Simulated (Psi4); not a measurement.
## Geometry relaxation of BH4 (charge −1) (part 3 of 3)

The same run, continued: BH4, charge −1, SMILES [BH4-]; MP2/def2-TZVP, RHF (Psi4 1.11). The geometry comes from this level: GFN2-xTB.

Geometry of the input (Å):
```
B  0.0001  0.0002  -0.0001
H  0.6837  0.9970  0.2177
H  0.7263  -0.9885  -0.0671
H  -0.6004  0.1397  -1.0634
H  -0.8097  -0.1484  0.9129
```

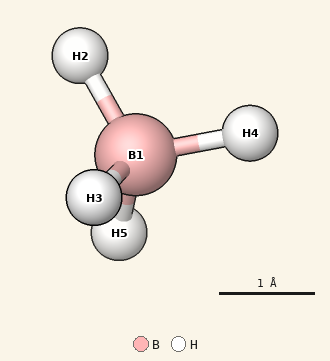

**Figure 1.** The starting structure (ball-and-stick view, seen at a tilt; atoms are numbered from 1 in the order of the input).

Summary:

| quantity | value |
| --- | --- |
| outcome | converged |
| total energy | −27.141269 hartree |
| SCF energy | −26.986415 hartree |
| MP2 energy | −27.141269 hartree |
| correlation energy | −0.154854 hartree |
| basis functions | 55 |
| HOMO of the SCF reference | 27.21 eV |
| LUMO of the SCF reference | 0.00 eV |
| wall time | 5.1 s |
| peak memory | 0.23 GiB |

Notes:

The record of the run, not the program, notes: unbound anion.
